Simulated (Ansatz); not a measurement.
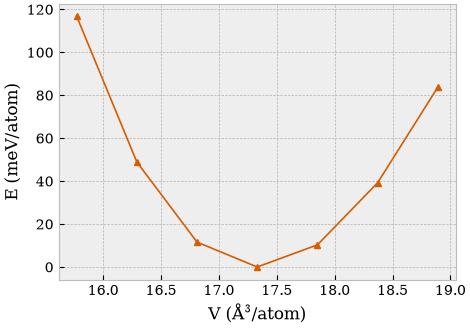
Figure: MoIr (rock salt, Fm-3m) under volume change, PBE in the plane-wave PAW code Ansatz, scaled uniformly.

### Question
What does a third-order Birch–Murnaghan fit give for V₀, B₀ and B′?

### Answer
V₀ = 17.33 Å³/atom, B₀ = 224 GPa, B′ = 4.5.

The start of the workflow was typed in or built on a structure type; neither database checked (COD, Materials Project) lists it. COD files the formula under space group No. 51. Its standing as an ambient phase is unchecked. Symmetry was held in the PBE relaxation; its stability against distortions is not shown here. No spin polarisation was allowed. The volume moved by 17 % from the start of the relaxation. Its formation energy is positive at this level, so the cell may be metastable or incomplete. Spin–orbit coupling is left out wherever it is not named.

Potentials: the later of the program's two PAW sets.
